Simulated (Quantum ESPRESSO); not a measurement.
# MnO (Manganosite): where do free moments turn?

Aim: see whether a non-collinear arrangement of the moments of MnO (Manganosite) lies under the collinear ones.

Main program and level: Quantum ESPRESSO 7.5; LDA; plane waves with GBRV 1.5 LDA potentials, no spin-orbit coupling.

### Step 1. Starting point

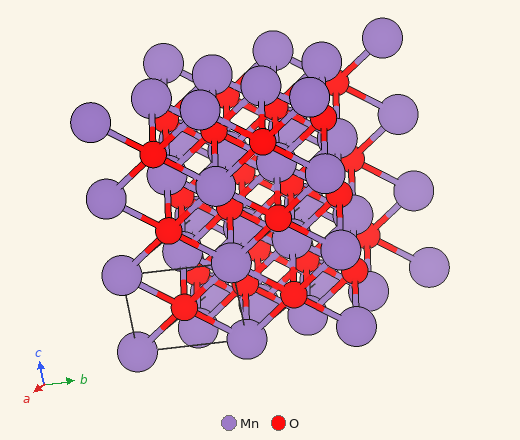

The starting structure, seen slightly off an axis (manganese light purple, oxygen red). 1×2×3 cells are drawn. Some periodic images of atoms are drawn too.

The cell comes from the Crystallography Open Database.

### Step 2. Start 1: collinear parallel

pw.in reads:

```
&CONTROL
  calculation = 'scf'
  prefix = 'pwscf'
  outdir = './tmp'
  pseudo_dir = './pseudo'
  disk_io = 'nowf'
/
&SYSTEM
  ibrav = 0
  nat = 6
  ntyp = 2
  ecutwfc = 34
  ecutrho = 238
  nbnd = 84
  occupations = 'smearing'
  smearing = 'fd'
  degauss = 0.00999582
  noncolin = .true.
  starting_magnetization(1) = 0.3
  angle1(1) = 0
  angle2(1) = 0
  starting_magnetization(2) = 0
/
&ELECTRONS
  conv_thr = 1.2d-08
  electron_maxstep = 150
  mixing_beta = 0.3
/
ATOMIC_SPECIES
Mn     54.9380 mn_lda_v1.5.uspp.F.UPF
O      15.9990 o_lda_v1.2.uspp.F.UPF
CELL_PARAMETERS angstrom
   2.2230000000    4.4460000000    6.6690000000
   2.2230000000   -2.2230000000    0.0000000000
   2.2230000000    2.2230000000    0.0000000000
ATOMIC_POSITIONS crystal
Mn      0.0000000000    0.0000000000    0.0000000000
Mn      0.3333333333    0.6666666667    0.0000000000
Mn      0.6666666667    0.3333333333    0.0000000000
O       0.3333333333    0.1666666667    0.5000000000
O       0.6666666667    0.8333333333    0.5000000000
O       0.0000000000    0.5000000000    0.5000000000
K_POINTS automatic
5 5 5 0 0 0
```

The run is started by

```console
$ OMP_NUM_THREADS=1 mpirun -n 4 pw.x -nk 4 -in pw.in > pw.out
```

Log:

```text
Program PWSCF v.7.5 starts

     Found identity + (  0.3333 -0.3333 -0.0000) symmetry
     This is a supercell, fractional translations are disabled
     Message from routine setup:
     using ibrav=0 with symmetry is DISCOURAGED, use correct ibrav instead

     K-points division:     npool     =       4
     Subspace diagonalization in iterative solution of the eigenvalue problem:

     bravais-lattice index     =            0
     lattice parameter (alat)  =      15.7182  a.u.
     unit-cell volume          =     444.8015 (a.u.)^3
     number of atoms/cell      =            6
     number of atomic types    =            2
     number of electrons       =        63.00
     number of Kohn-Sham states=           84
     kinetic-energy cutoff     =      34.0000  Ry
     charge density cutoff     =     238.0000  Ry
     scf convergence threshold =      1.2E-08
     mixing beta               =       0.3000
     number of iterations used =            8  plain     mixing
     Exchange-correlation= SLA  PZ   NOGX NOGC
                           (   1   1   0   0   0   0   0)
     Noncollinear calculation without spin-orbit

     celldm(1)=  15.718183  celldm(2)=   0.000000  celldm(3)=   0.000000
     celldm(4)=   0.000000  celldm(5)=   0.000000  celldm(6)=   0.000000

     crystal axes: (cart. coord. in units of alat)
               a(1) = (   0.267261   0.534522   0.801784 )
               a(2) = (   0.267261  -0.267261   0.000000 )
               a(3) = (   0.267261   0.267261   0.000000 )

     reciprocal axes: (cart. coord. in units 2 pi/alat)
               b(1) = ( -0.000000  0.000000  1.247219 )
               b(2) = (  1.870829 -1.870829  0.623610 )
               b(3) = (  1.870829  1.870829 -1.870829 )

     PseudoPot. # 1 for Mn read from file:
     mn_lda_v1.5.uspp.F.UPF
     Pseudo is Ultrasoft + core correction, Zval = 15.0

     PseudoPot. # 2 for O  read from file:
     o_lda_v1.2.uspp.F.UPF
     Pseudo is Ultrasoft + core correction, Zval =  6.0

     atomic species   valence    mass     pseudopotential
     Mn               15.00    54.93800     Mn( 1.00)
     O                 6.00    15.99900     O ( 1.00)

     16 Sym. Ops., with inversion, found

   Cartesian axes

     site n.     atom                  positions (alat units)
         1        Mn     tau(   1) = (   0.0000000   0.0000000   0.0000000  )
         2        Mn     tau(   2) = (   0.2672612  -0.0000000   0.2672612  )
         3        Mn     tau(   3) = (   0.2672612   0.2672612   0.5345225  )
         4        O      tau(   4) = (   0.2672612   0.2672612   0.2672612  )
         5        O      tau(   5) = (   0.5345225   0.2672612   0.5345225  )
         6        O      tau(   6) = (   0.2672612   0.0000000   0.0000000  )

     number of k points=    18  Fermi-Dirac smearing, width (Ry)=  0.0100
                       cart. coord. in units 2pi/alat
        k(    1) = (   0.0000000   0.0000000   0.0000000), wk =   0.0080000
        k(    2) = (   0.3741657   0.3741657  -0.3741657), wk =   0.0640000
        k(    3) = (   0.7483315   0.7483315  -0.7483315), wk =   0.0640000
        k(    4) = (   0.3741657  -0.3741657   0.1247219), wk =   0.0640000
        k(    5) = (   0.7483315  -0.0000000  -0.2494438), wk =   0.0640000
        [... 13 further k-points ...]

     Dense  grid:    27585 G-vectors     FFT dimensions: (  80,  30,  30)

     Smooth grid:    11927 G-vectors     FFT dimensions: (  60,  24,  24)

     Check: negative core charge=   -0.000035
     Generating pointlists ...
     new r_m :   0.1102 (alat units)  1.7329 (a.u.) for type    1
     new r_m :   0.1102 (alat units)  1.7329 (a.u.) for type    2

     Initial potential from superposition of free atoms

     starting charge      61.4998, renormalised to      63.0000

 ==============================================================================
     atom number    1 relative position :    0.0000   0.0000   0.0000
     charge :    12.845545  (integrated on a sphere of radius 0.110)
     magnetization :          0.000000    0.000000    3.829092
     magnetization/charge:    0.000000    0.000000    0.298087
     polar coord.: r, theta, phi [deg] :     3.829092    0.000000  360.000000

 ==============================================================================

 ==============================================================================
     atom number    2 relative position :    0.2673  -0.0000   0.2673
     charge :    12.846145  (integrated on a sphere of radius 0.110)
     magnetization :          0.000000    0.000000    3.829239
     magnetization/charge:    0.000000    0.000000    0.298085
     polar coord.: r, theta, phi [deg] :     3.829239    0.000000  360.000000

 ==============================================================================

 ==============================================================================
     atom number    3 relative position :    0.2673   0.2673   0.5345
     charge :    12.846145  (integrated on a sphere of radius 0.110)
     magnetization :          0.000000    0.000000    3.829239
     magnetization/charge:    0.000000    0.000000    0.298085
     polar coord.: r, theta, phi [deg] :     3.829239    0.000000  360.000000

[...]
atom number    5 relative position :    0.5345   0.2673   0.5345
     charge :     5.616272  (integrated on a sphere of radius 0.110)
     magnetization :          0.000000    0.000000    0.097817
     magnetization/charge:    0.000000    0.000000    0.017417
     polar coord.: r, theta, phi [deg] :     0.097817    0.000000  360.000000

 ==============================================================================

 ==============================================================================
     atom number    6 relative position :    0.2673   0.0000   0.0000
     charge :     5.615739  (integrated on a sphere of radius 0.110)
     magnetization :          0.000000    0.000000    0.097752
     magnetization/charge:    0.000000    0.000000    0.017407
     polar coord.: r, theta, phi [deg] :     0.097752    0.000000  360.000000

 ==============================================================================
     Starting wfcs are  102 randomized atomic wfcs

     Self-consistent Calculation

     iteration #  1     ecut=    34.00 Ry     beta= 0.30
     Davidson diagonalization with overlap
     ethr =  1.00E-02,  avg # of iterations =  2.7

     total energy              =    -729.90977742 Ry
     estimated scf accuracy    <       2.10411057 Ry

     total magnetization       =     0.00     0.00    13.00 Bohr mag/cell
     absolute magnetization    =    13.00 Bohr mag/cell

     iteration #  2     ecut=    34.00 Ry     beta= 0.30
     Davidson diagonalization with overlap
     ethr =  3.34E-03,  avg # of iterations =  2.8

     total energy              =    -730.38483491 Ry
     estimated scf accuracy    <       0.19665237 Ry

     total magnetization       =     0.00    -0.00    13.20 Bohr mag/cell
     absolute magnetization    =    13.20 Bohr mag/cell

     [... further iterations left out ...]

     iteration # 12     ecut=    34.00 Ry     beta= 0.30
     Davidson diagonalization with overlap
     ethr =  1.51E-10,  avg # of iterations =  1.8

     total energy              =    -730.41843222 Ry
     estimated scf accuracy    <       0.00000008 Ry

     total magnetization       =     0.00    -0.00    13.62 Bohr mag/cell
     absolute magnetization    =    13.62 Bohr mag/cell

     iteration # 13     ecut=    34.00 Ry     beta= 0.30
     Davidson diagonalization with overlap
     ethr =  1.21E-10,  avg # of iterations =  2.2

 ==============================================================================
     atom number    1 relative position :    0.0000   0.0000   0.0000
     charge :    12.598191  (integrated on a sphere of radius 0.110)
     magnetization :         -0.000000    0.000000    3.871055
     magnetization/charge:   -0.000000    0.000000    0.307271
     polar coord.: r, theta, phi [deg] :     3.871055    0.000000  360.000000

 ==============================================================================

 ==============================================================================
     atom number    2 relative position :    0.2673  -0.0000   0.2673
     charge :    12.598792  (integrated on a sphere of radius 0.110)
     magnetization :         -0.000000    0.000000    3.871237
     magnetization/charge:   -0.000000    0.000000    0.307271
     polar coord.: r, theta, phi [deg] :     3.871237    0.000000  360.000000

 ==============================================================================

 ==============================================================================
     atom number    3 relative position :    0.2673   0.2673   0.5345
     charge :    12.598792  (integrated on a sphere of radius 0.110)
     magnetization :         -0.000000    0.000000    3.871237
     magnetization/charge:   -0.000000    0.000000    0.307271
     polar coord.: r, theta, phi [deg] :     3.871237    0.000000  360.000000

 ==============================================================================

 ==============================================================================
     atom number    4 relative position :    0.2673   0.2673   0.2673
     charge :     5.887960  (integrated on a sphere of radius 0.110)
     magnetization :         -0.000000    0.000000    0.214341
     magnetization/charge:   -0.000000    0.000000    0.036403
     polar coord.: r, theta, phi [deg] :     0.214341    0.000000  360.000000

 ==============================================================================

 ==============================================================================
     atom number    5 relative position :    0.5345   0.2673   0.5345
     charge :     5.887960  (integrated on a sphere of radius 0.110)
     magnetization :         -0.000000    0.000000    0.214341
     magnetization/charge:   -0.000000    0.000000    0.036403
     polar coord.: r, theta, phi [deg] :     0.214341    0.000000  360.000000

 ==============================================================================

 ==============================================================================
     atom number    6 relative position :    0.2673   0.0000   0.0000
     charge :     5.887367  (integrated on a sphere of radius 0.110)
     magnetization :         -0.000000    0.000000    0.214287
     magnetization/charge:   -0.000000    0.000000    0.036398
     polar coord.: r, theta, phi [deg] :     0.214287    0.000000  360.000000

 ==============================================================================

     End of self-consistent calculation

     [... lines left out ...]
     the Fermi energy is    12.8921 ev

!    total energy              =    -730.41843223 Ry
     estimated scf accuracy    <          4.0E-09 Ry
     smearing contrib. (-TS)   =      -0.01439126 Ry
     internal energy E=F+TS    =    -730.40404097 Ry

     The total energy is F=E-TS. E is the sum of the following terms:
     one-electron contribution =    -328.87758125 Ry
     hartree contribution      =     196.42321226 Ry
     xc contribution           =    -100.62274450 Ry
     ewald contribution        =    -497.32692749 Ry

     total magnetization       =    -0.00     0.00    13.62 Bohr mag/cell
     absolute magnetization    =    13.62 Bohr mag/cell

     convergence has been achieved in  13 iterations

=------------------------------------------------------------------------------=
   JOB DONE.
=------------------------------------------------------------------------------=
```

Run time: 56 s. Hardware: 4 MPI ranks of Intel Xeon Platinum 8259CL at 2.50GHz (Skylake/Cascade Lake), shared host; peak memory 0.51 GiB; 3.7 min of CPU time.

Spin moment in the atom's sphere by atom:

| atom | x (μB) | y (μB) | z (μB) | size |
| --- | --- | --- | --- | --- |
| Mn1 | 0.00 | 0.00 | 3.87 | 3.87 |
| Mn2 | 0.00 | 0.00 | 3.87 | 3.87 |
| Mn3 | 0.00 | 0.00 | 3.87 | 3.87 |
| O4 | 0.00 | 0.00 | 0.21 | 0.21 |
| O5 | 0.00 | 0.00 | 0.21 | 0.21 |
| O6 | 0.00 | 0.00 | 0.21 | 0.21 |

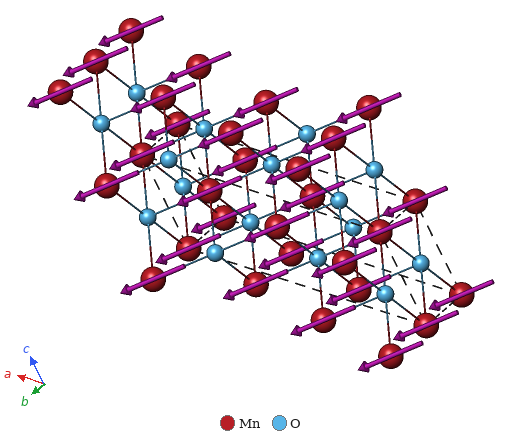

Spin moment in the atom's sphere as arrows, the longest 3.87 μB. 1×2×2 cells are drawn. Some periodic images of atoms are drawn too.

Read from the output:

```yaml
smearing_term_ts: 0.1958 eV
magnetization: 0, 0, 13.62 μB
absolute_magnetization: 13.62 μB
final_state: ferromagnetic
```

### Step 3. Start 2: random 1

pw.in reads:

```
&CONTROL
  calculation = 'scf'
  prefix = 'pwscf'
  outdir = './tmp'
  pseudo_dir = './pseudo'
  disk_io = 'nowf'
/
&SYSTEM
  ibrav = 0
  nat = 6
  ntyp = 4
  ecutwfc = 34
  ecutrho = 238
  nbnd = 84
  occupations = 'smearing'
  smearing = 'fd'
  degauss = 0.00999582
  noncolin = .true.
  starting_magnetization(1) = 0.2999
  angle1(1) = 101.016
  angle2(1) = -113.613
  starting_magnetization(2) = 0.3001
  angle1(2) = 159.345
  angle2(2) = -167.894
  starting_magnetization(3) = 0.3001
  angle1(3) = 93.497
  angle2(3) = -125.378
  starting_magnetization(4) = 0
  nosym = .true.
/
&ELECTRONS
  conv_thr = 1.2d-08
  electron_maxstep = 150
  mixing_beta = 0.3
/
ATOMIC_SPECIES
Mn1    54.9380 mn_lda_v1.5.uspp.F.UPF
Mn2    54.9380 mn_lda_v1.5.uspp.F.UPF
Mn3    54.9380 mn_lda_v1.5.uspp.F.UPF
O      15.9990 o_lda_v1.2.uspp.F.UPF
CELL_PARAMETERS angstrom
   2.2230000000    4.4460000000    6.6690000000
   2.2230000000   -2.2230000000    0.0000000000
   2.2230000000    2.2230000000    0.0000000000
ATOMIC_POSITIONS crystal
Mn1     0.0000000000    0.0000000000    0.0000000000
Mn2     0.3333333333    0.6666666667    0.0000000000
Mn3     0.6666666667    0.3333333333    0.0000000000
O       0.3333333333    0.1666666667    0.5000000000
O       0.6666666667    0.8333333333    0.5000000000
O       0.0000000000    0.5000000000    0.5000000000
K_POINTS automatic
5 5 5 0 0 0
```

Log:

```text
     [... lines left out ...]
Program PWSCF v.7.5 starts
     [... lines left out ...]
     number of atoms/cell      =            6
     [... lines left out ...]
     number of electrons       =        63.00
     number of Kohn-Sham states=           84
     kinetic-energy cutoff     =      34.0000  Ry
     charge density cutoff     =     238.0000  Ry
     scf convergence threshold =      1.2E-08
     [... lines left out ...]
     Noncollinear calculation without spin-orbit
     [... lines left out ...]
     No symmetry found
     [... lines left out ...]
     number of k points=   125  Fermi-Dirac smearing, width (Ry)=  0.0100
     [... lines left out ...]
     iteration # 46     ecut=    34.00 Ry     beta= 0.30
     [... lines left out ...]
[key lines of the parts left out:]
total magnetization       =    -6.52    -8.75    -6.05 Bohr mag/cell
total energy              =    -730.41814127 Ry
```

Wall time 24 min (4 MPI ranks); peak memory 0.93 GiB.

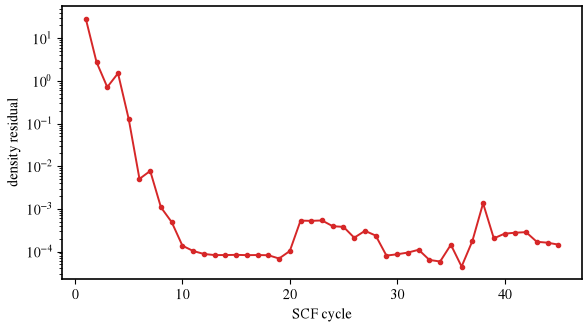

Residual by cycle in this run.

The run was cut off at its time limit.

After 45 cycles the residual stands at 1.5e-4.

### Step 4. Start 3: 120 degrees, other chirality

pw.in, as its differences from that of step 3:

```diff
@@ -18,13 +18,12 @@
   noncolin = .true.
-  starting_magnetization(1) = 0.2999
-  angle1(1) = 101.016
-  angle2(1) = -113.613
-  starting_magnetization(2) = 0.3001
-  angle1(2) = 159.345
-  angle2(2) = -167.894
-  starting_magnetization(3) = 0.3001
-  angle1(3) = 93.497
-  angle2(3) = -125.378
+  starting_magnetization(1) = 0.3
+  angle1(1) = 90
+  angle2(1) = -0
+  starting_magnetization(2) = 0.3
+  angle1(2) = 90
+  angle2(2) = -120
+  starting_magnetization(3) = 0.3
+  angle1(3) = 90
+  angle2(3) = 120
   starting_magnetization(4) = 0
-  nosym = .true.
 /
```

Log:

```text
     [... lines left out ...]
Program PWSCF v.7.5 starts
     [... lines left out ...]
     number of atoms/cell      =            6
     [... lines left out ...]
     number of electrons       =        63.00
     number of Kohn-Sham states=           84
     kinetic-energy cutoff     =      34.0000  Ry
     charge density cutoff     =     238.0000  Ry
     scf convergence threshold =      1.2E-08
     [... lines left out ...]
     Noncollinear calculation without spin-orbit
     [... lines left out ...]
      2 Sym. Ops. (no inversion) found
     [... lines left out ...]
     number of k points=    75  Fermi-Dirac smearing, width (Ry)=  0.0100
     [... lines left out ...]
     iteration # 13     ecut=    34.00 Ry     beta= 0.30
     [... lines left out ...]
     atom number    1 relative position :    0.0000   0.0000   0.0000
     [... lines left out ...]
     magnetization :          3.964579    0.000003    0.000000
     [... lines left out ...]
     atom number    2 relative position :    0.2673  -0.0000   0.2673
     [... lines left out ...]
     magnetization :         -1.982381   -3.433578    0.000000
     [... lines left out ...]
     atom number    3 relative position :    0.2673   0.2673   0.5345
     [... lines left out ...]
     magnetization :         -1.982403    3.433568    0.000000
     [... lines left out ...]
     atom number    4 relative position :    0.2673   0.2673   0.2673
     [... lines left out ...]
     magnetization :         -0.060505   -0.104798    0.000000
     [... lines left out ...]
     atom number    5 relative position :    0.5345   0.2673   0.5345
     [... lines left out ...]
     magnetization :         -0.060505    0.104797    0.000000
     [... lines left out ...]
     atom number    6 relative position :    0.2673   0.0000   0.0000
     [... lines left out ...]
     magnetization :          0.121001   -0.000000    0.000000
     [... lines left out ...]
     the Fermi energy is    12.9972 ev
!    total energy              =    -730.42617832 Ry
     estimated scf accuracy    <          4.3E-09 Ry
     smearing contrib. (-TS)   =      -0.00942011 Ry
     [... lines left out ...]
     total magnetization       =    -0.00    -0.00    -0.00 Bohr mag/cell
     absolute magnetization    =    13.58 Bohr mag/cell
     convergence has been achieved in  13 iterations
```

Run time: 3.5 min. Hardware: 4 MPI ranks; peak memory 0.75 GiB.

Spin moment in the atom's sphere by atom:

| atom | x (μB) | y (μB) | z (μB) | size |
| --- | --- | --- | --- | --- |
| Mn1 | 3.96 | 0.00 | 0.00 | 3.96 |
| Mn2 | -1.98 | -3.43 | 0.00 | 3.96 |
| Mn3 | -1.98 | 3.43 | 0.00 | 3.96 |
| O4 | -0.06 | -0.10 | 0.00 | 0.12 |
| O5 | -0.06 | 0.10 | 0.00 | 0.12 |
| O6 | 0.12 | 0.00 | 0.00 | 0.12 |

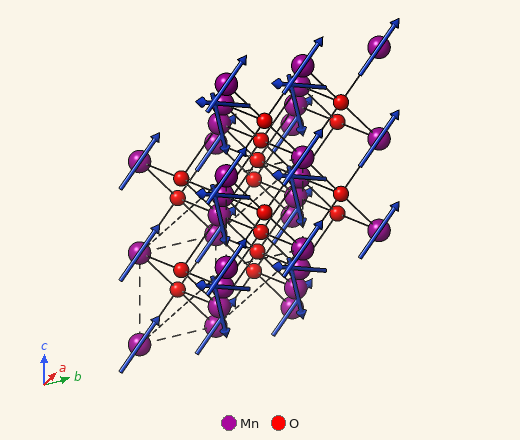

Spin moment in the atom's sphere as arrows, the longest 3.96 μB. 1×2×2 cells are drawn. Some periodic images of atoms are drawn too.

This step gave:

| Property | Result |
| --- | --- |
| smearing term TS | 0.1282 eV |
| magnetization | 0, 0, 0 μB |
| absolute magnetization | 13.58 μB |
| final state | non-collinear |

(Continued in part 2 of 2.)

[Logs and program files are shortened in this print: banners, set-up blocks, solver, clock and traceback lines can be left out without a mark of their own.]

[Logs are printed without paths, hosts, clocks, repeated set-up lines and the standing remarks that a program may print on its own settings, such as how far it seeks lower states.]

[Hosts, paths, dates, database ids (printed as entryN), source tags and the programs' standing remarks are cut or masked in the printed files.]

[Where a cell is said to come from a database of computed structures, the database is the Materials Project.]
